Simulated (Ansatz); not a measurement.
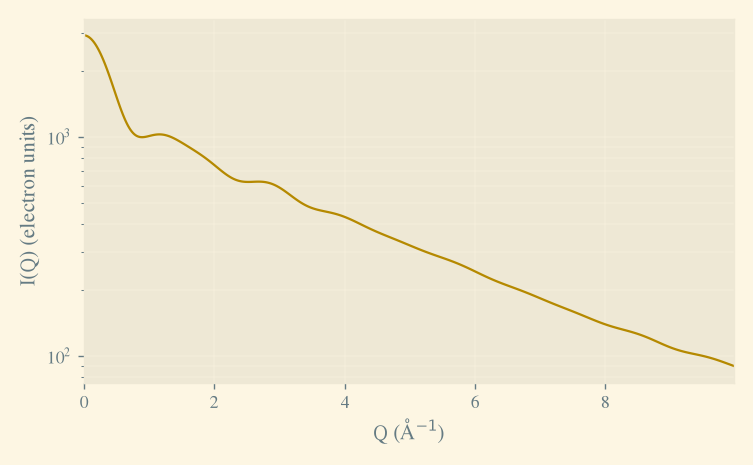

Elastic X-ray scattering of a randomly oriented, rigid molecule, calculated with the Debye equation from neutral-atom form factors (independent atoms, no Compton part, no vibration). The geometry is the end point of an optimisation (RHF/def2-SVP (Ansatz)); it may be a saddle point or a higher isomer. It contains C, O, Zn, H.

**How many electrons does the independent-atom model of the molecule hold?**

I(0) is the square of the electron number: I(0) = 2910, so about 54 electrons, the count of C2H4OZn.

**What radius of gyration does the initial fall-off give?**

From I(Q) ≈ I(0) exp(−Q²R²/3) at small Q, R ≈ 2.98 Å. It is larger than the electron-weighted radius of the nuclear positions alone (2.92 Å), because each atom's electron cloud adds to it.
